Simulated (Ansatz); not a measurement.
## Run report: Si4H9ClO3, phonon calculation

Si4H9ClO3, computed with RKS PBE0-D4/def2-TZVP (Ansatz 0.2.0).

The geometry comes from this level: PBE0-D4/def2-TZVP. Figures and captions count atoms from 1; the log counts them from 0 in places.

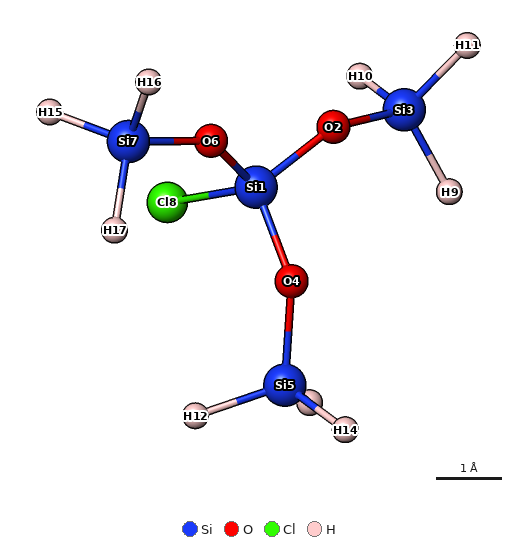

Fig. 1: The structure (ball-and-stick view, seen at a tilt; atoms are numbered from 1 in the order of the input). Bond lengths as drawn: Cl–Si 2.05 Å, H–Si 1.48 to 1.49 Å and O–Si 1.60 to 1.64 Å.

The input
```yaml
crystal:
  periodic: [false, false, false]
  atoms:
    - {symbol: Si, position_ang: [-0.276830, -0.250085, -0.167018]}
    - {symbol: O, position_ang: [-0.476103, 0.372630, -1.631733]}
    - {symbol: Si, position_ang: [-0.945474, 1.688749, -2.493672]}
    - {symbol: O, position_ang: [-1.699522, -0.497993, 0.545387]}
    - {symbol: Si, position_ang: [-2.637044, -0.113085, 1.838740]}
    - {symbol: O, position_ang: [0.534927, -1.626376, -0.307643]}
    - {symbol: Si, position_ang: [1.328436, -2.820619, 0.492062]}
    - {symbol: Cl, position_ang: [0.797665, 1.058992, 0.988644]}
    - {symbol: H, position_ang: [-2.248089, 2.187930, -1.983714]}
    - {symbol: H, position_ang: [0.076728, 2.756911, -2.372806]}
    - {symbol: H, position_ang: [-1.082810, 1.273430, -3.908994]}
    - {symbol: H, position_ang: [-1.956818, -0.513475, 3.095529]}
    - {symbol: H, position_ang: [-2.899709, 1.347458, 1.858260]}
    - {symbol: H, position_ang: [-3.912331, -0.853709, 1.696595]}
    - {symbol: H, position_ang: [2.631669, -2.312230, 0.985629]}
    - {symbol: H, position_ang: [1.544353, -3.933554, -0.461484]}
    - {symbol: H, position_ang: [0.511004, -3.288902, 1.640349]}
basis:
  gaussian: {orbitals: def2-TZVP}
hamiltonian: {xc: pbe0, dispersion: d4}
phonons: {temperatures: {t_min: 298.15, t_max: 900, t_step: 200}}
```

Hardware: 4 CPU threads, shared host.

Command:
```bash
ansatz run in.yaml --threads 4 --pin off --events-out ev --progress --plain --max-ram 46080MiB --backend cuda --devices 0, --max-vram 37GiB
```

Log
```
Functional definition: PBE0
  name "PBE0"
  cite "Adamo & Barone, J. Chem. Phys. 110, 6158 (1999) doi:10.1063/1.478522"
  cite "Perdew, Burke & Ernzerhof, Phys. Rev. Lett. 77, 3865 (1996) doi:10.1103/PhysRevLett.77.3865"
  parent pbe
  parameter a = 0.25
  parameter kappa = 0.804
  parameter beta = 0.06672455060314922
  exchange = (1 - a)*pbe_x(kappa = kappa, mu = beta*pi^2/3) + a*exact_x
  correlation = pbe_c(beta = beta)
2189 factors; their error is unknown
mean field evaluation 1: about -50298.1777 eV, gradient 8.7e1 eV
mean field evaluation 2: about -50276.6356 eV, gradient 1.4e2 eV
mean field evaluation 4: about -50309.5476 eV, gradient 4.7e0 eV
mean field evaluation 8: about -50309.5877 eV, gradient 1.0e-1 eV
mean field evaluation 16: about -50309.7740 eV, gradient 8.2e-5 eV
mean field -50309.77400665 eV, -1848.8500935548 hartree, gradient 3.3e-5 eV, S^2 0.000000; 0 other end points of the search recorded, 0 dependent functions left out
the calculation of the forces begins
reference -50309.77405762 eV, -1848.8500954278 hartree; 53, 53 occupied and 279, 279 virtual orbitals, 2189 factors
these checks for a lower state are left out or cut short: stability, starts, cluster_reference, orbital_swaps, neighbouring_geometries, increment
2189 factors; their error is unknown
mean field -50309.77384922 eV, -1848.8500877693 hartree, gradient 1.7e-6 eV, S^2 0.000000; 0 other end points of the search recorded, 0 dependent functions left out
[... from here on the field's lines of each further geometry are left out, up to the last ...]
the calculation of the forces begins
reference -50309.77402062 eV, -1848.8500940682 hartree; 53, 53 occupied and 279, 279 virtual orbitals, 2189 factors
these checks for a lower state are left out or cut short: stability, starts, cluster_reference, orbital_swaps, neighbouring_geometries, increment
2189 factors; their error is unknown
mean field -50309.77397174 eV, -1848.8500922718 hartree, gradient 2.6e-6 eV, S^2 0.000000; 0 other end points of the search recorded, 0 dependent functions left out
the calculation of the forces begins
reference -50309.77402271 eV, -1848.8500941448 hartree; 53, 53 occupied and 279, 279 virtual orbitals, 2189 factors
Total energy: -50310.26938650 eV, -1848.8682984286 hartree
Atom 0 at    -0.276830    -0.250085    -0.167018 Å, force    -0.002152    -0.001703    -0.000316 eV/Å
Atom 1 at    -0.476103     0.372630    -1.631733 Å, force     0.002170    -0.002199     0.002242 eV/Å
Atom 2 at    -0.945474     1.688749    -2.493672 Å, force    -0.001684     0.001932    -0.000915 eV/Å
Atom 3 at    -1.699522    -0.497993     0.545387 Å, force     0.003332     0.000357    -0.002242 eV/Å
Atom 4 at    -2.637044    -0.113085     1.838740 Å, force    -0.002632     0.000890     0.003171 eV/Å
Atom 5 at     0.534927    -1.626376    -0.307643 Å, force    -0.000763     0.003738    -0.001655 eV/Å
Atom 6 at     1.328436    -2.820619     0.492062 Å, force     0.000522    -0.002042     0.001893 eV/Å
Atom 7 at     0.797665     1.058992     0.988644 Å, force    -0.000039    -0.000216    -0.000261 eV/Å
Atom 8 at    -2.248089     2.187930    -1.983714 Å, force     0.001137    -0.000558    -0.000575 eV/Å
Atom 9 at     0.076728     2.756911    -2.372806 Å, force    -0.000596    -0.000563    -0.000207 eV/Å
Atom 10 at    -1.082810     1.273430    -3.908994 Å, force     0.000069     0.000301     0.000919 eV/Å
Atom 11 at    -1.956818    -0.513475     3.095529 Å, force     0.000372     0.000398    -0.000588 eV/Å
Atom 12 at    -2.899709     1.347458     1.858260 Å, force     0.000788    -0.000286    -0.000112 eV/Å
Atom 13 at    -3.912331    -0.853709     1.696595 Å, force    -0.000343    -0.000558    -0.000477 eV/Å
Atom 14 at     2.631669    -2.312230     0.985629 Å, force    -0.000654    -0.000444    -0.000382 eV/Å
Atom 15 at     1.544353    -3.933554    -0.461484 Å, force    -0.000158     0.000712     0.000697 eV/Å
Atom 16 at     0.511004    -3.288902     1.640349 Å, force     0.000631     0.000241    -0.001194 eV/Å
Dipole moment:    -0.122124    -0.051526     0.015277 e Å
Vibrations: 3.21 15.70 20.32 31.84 32.14 43.96 49.51 60.16 72.03 225.63 231.58 283.89 310.08 339.87 454.10 642.80 694.96 698.00 723.55 728.85 729.91 735.46 742.70 745.70 952.80 953.38 954.41 955.35 956.10 956.50 963.90 964.89 993.10 1139.20 1152.73 1156.00 2230.90 2232.21 2237.17 2239.48 2242.21 2243.14 2252.05 2253.00 2254.20 cm⁻¹, zero-point energy 2.535395 eV
```

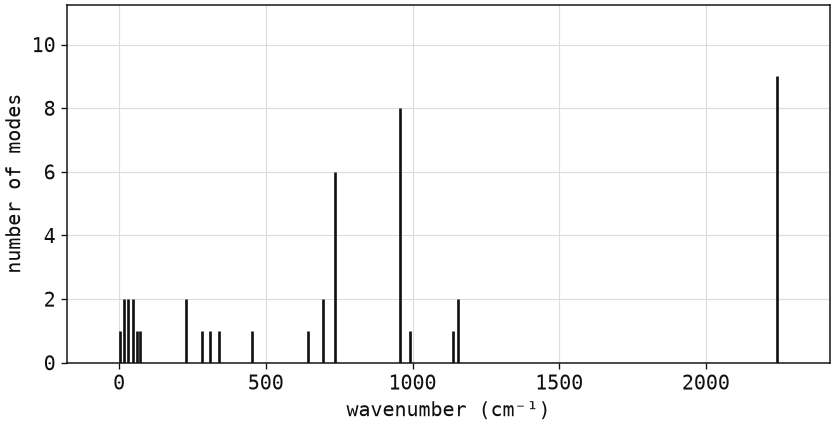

Fig. 2: Harmonic vibrational wavenumbers from the force constants; neighbouring modes closer than 10 cm⁻¹ are counted in one stick. 45 modes from 3 to 2254 cm⁻¹, none imaginary.

Key numbers

| quantity | value |
| --- | --- |
| outcome | converged |
| total energy | −50310.2694 eV |
| mean-field energy | −50309.7741 eV |
| dispersion energy | −0.4953 eV |
| largest force (length of the vector) | 0.004 eV/Å |
| dipole moment | 0.64 D |
| wall time | 2.5 min (CPU time 3.7 min) |
| peak memory | 1.4 GiB |
